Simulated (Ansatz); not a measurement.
# B2H4SSi: rigid scan of one bond length in Python

How does the energy of B2H4SSi change as one bond is stretched? Aim: a rigid scan of one bond length, for B2H4SSi, run from a script. SMILES: B[SiH]1BS1.

Program: Ansatz 0.2.0 through its Python package. Level of theory: B3LYP/6-31G*. These are calculated values, not measurements.

## Step 1: Starting point

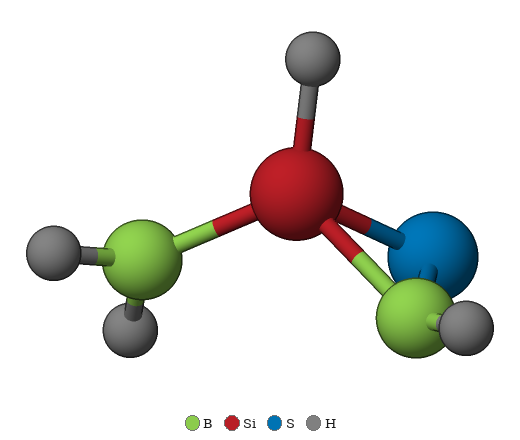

The structure that the script starts from, seen from a chosen angle (boron green, silicon red, sulfur blue, hydrogen grey).

No structure file is read: the coordinates are typed or built in the script.

## Step 2: The script

The input, scan.py:

```python
"""Stretching a bond of B2H4SSi, the rest held rigid."""

from dataclasses import dataclass

import ansatz as az
import numpy as np


@dataclass(frozen=True)
class Settings:
    basis_set: str = "6-31G*"
    functional: str = "b3lyp"


opts = Settings()

geometry_ang = [
    ("B", (-0.3296, 1.5371, -0.1089)),
    ("Si", (0.5955, -0.0929, -0.224)),
    ("B", (-0.3722, -1.6535, 0.5871)),
    ("S", (-0.2953, -1.4177, -1.3537)),
    ("H", (-0.1125, 2.3544, 0.7086)),
    ("H", (-1.3573, 1.7439, -0.7662)),
    ("H", (2.0855, -0.1427, -0.3896)),
    ("H", (-0.1219, -2.3857, 1.4908)),
]
geometry = az.Crystal.molecule()
for symbol, xyz in geometry_ang:
    geometry = geometry.atom(symbol, xyz)

symbols = [site.symbol for site in geometry.cartesian_sites]
start = np.array([site.position_ang for site in geometry.cartesian_sites])
axis = (start[5] - start[0]) / np.linalg.norm(start[5] - start[0])
moving = [5]
lengths, energies = [1.089, 1.138, 1.188, 1.237, 1.287, 1.336, 1.386, 1.46], []
for length in lengths:
    xyz = start.copy()
    xyz[moving] += (length - np.linalg.norm(start[5] - start[0])) * axis
    point = az.Crystal.molecule()
    for symbol, place in zip(symbols, xyz):
        point = point.atom(symbol, place.tolist())
    calculation = point.calculation().basis(gaussian=opts.basis_set).functional(opts.functional)
    summary = calculation.run().report
    energies.append(summary["free_energy_ev"])
    print(f"r = {length:6.3f} A  E = {energies[-1]:.5f} eV  <S^2> = {abs(summary['mean_field']['state']['spin_squared']):.3f}")

# quartic fit about the minimum
fit = np.polynomial.Polynomial.fit(lengths, np.array(energies) - min(energies), 4).convert()
roots = [r.real for r in fit.deriv().roots() if abs(r.imag) < 1e-9 and fit.deriv(2)(r.real) > 0]
r_e = min(roots, key=lambda r: abs(r - lengths[int(np.argmin(energies))]))
print(f"minimum of the fit at {r_e:.4f} A, force constant {fit.deriv(2)(r_e):.2f} eV/A^2")
```

## Step 3: The input behind the calls

The engine receives this input (first run):

```yaml
crystal:
  periodic: [false, false, false]
  atoms:
    - { symbol: B, position_ang: [-0.3296, 1.5371, -0.1089] }
    - { symbol: Si, position_ang: [0.5955, -0.0929, -0.224] }
    - { symbol: B, position_ang: [-0.3722, -1.6535, 0.5871] }
    - { symbol: S, position_ang: [-0.2953, -1.4177, -1.3537] }
    - { symbol: H, position_ang: [-0.1125, 2.3544, 0.7086] }
    - { symbol: H, position_ang: [-1.2341028271834091, 1.7191095209317204, -0.6874051165784323] }
    - { symbol: H, position_ang: [2.0855, -0.1427, -0.3896] }
    - { symbol: H, position_ang: [-0.1219, -2.3857, 1.4908] }
basis:
  gaussian:
    orbitals: "6-31G*"
hamiltonian:
  xc: b3lyp
```

## Step 4: Running it

Command:

```sh
python scan.py
```

Output:

```text
r =  1.089 A  E = -20128.45512 eV  <S^2> = 0.000
r =  1.138 A  E = -20128.57734 eV  <S^2> = 0.000
r =  1.188 A  E = -20128.62262 eV  <S^2> = 0.000
r =  1.237 A  E = -20128.60619 eV  <S^2> = 0.000
r =  1.287 A  E = -20128.54137 eV  <S^2> = 0.000
r =  1.336 A  E = -20128.44158 eV  <S^2> = 0.000
r =  1.386 A  E = -20128.31165 eV  <S^2> = 0.000
r =  1.460 A  E = -20128.08219 eV  <S^2> = 0.000
minimum of the fit at 1.1974 A, force constant 23.92 eV/A^2
```

It took 20 s on 1 thread of Arm Neoverse V1, shared host; peak memory 0.21 GiB.

## Step 5: What changed from run to run

The engine's inputs for some of the other runs:

Run 2, against run 1:

```diff
@@ -9 +9 @@
-    - { symbol: H, position_ang: [-1.2341028271834091, 1.7191095209317204, -0.6874051165784323] }
+    - { symbol: H, position_ang: [-1.27480130150112, 1.7272991137009162, -0.7134351906944498] }
```

Run 3, against run 1:

```diff
@@ -9 +9 @@
-    - { symbol: H, position_ang: [-1.2341028271834091, 1.7191095209317204, -0.6874051165784323] }
+    - { symbol: H, position_ang: [-1.3163303569273554, 1.7356558410164222, -0.7399964908128353] }
```

Run 6, against run 1:

```diff
@@ -9 +9 @@
-    - { symbol: H, position_ang: [-1.2341028271834091, 1.7191095209317204, -0.6874051165784323] }
+    - { symbol: H, position_ang: [-1.4392563609890126, 1.76039175387032, -0.8186179391632559] }
```

## Step 6: What each run gave

From the records of these 8 runs:

```tsv
run	distance (Å)	energy from run 3 (eV)	SCF cycles	CPU time (s)
1	1.09	0.1675	18	2.5
2	1.14	0.0453	18	2.4
3	1.19	0.0000	18	2.4
4	1.24	0.0164	18	2.4
5	1.29	0.0812	18	2.4
6	1.34	0.1810	18	2.4
7	1.39	0.3110	18	2.4
8	1.46	0.5404	18	2.4
```

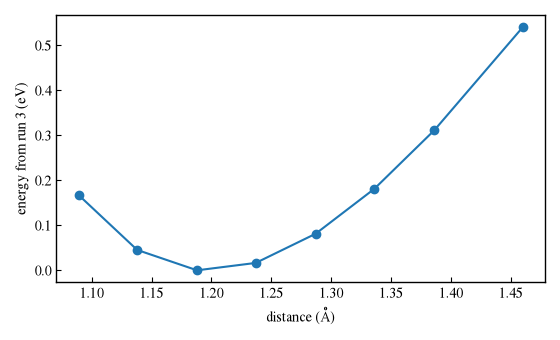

Energy against distance; lines join the points.

## Step 7: Results

```
                        quantity     value
bond length at the fit's minimum  1.1974 Å
                   runs compared         8
                 range of energy  0.540 eV
      lowest point, distance (Å)      1.19
```

**Reading.** The curve has its lowest point inside the range, at 1.19. The ends stand 0.167 and 0.54 eV above it. The distance scanned is the script's pair 0, 5. The rest of the molecule is held rigid at a force-field or estimated start geometry, and the basis set is modest; single-reference methods fail as a bond breaks. b3lyp holds the VWN-RPA fit, as in Gaussian; the form of ORCA and Turbomole is b3lyp5. The orbitals are restricted, so S² is zero by construction.
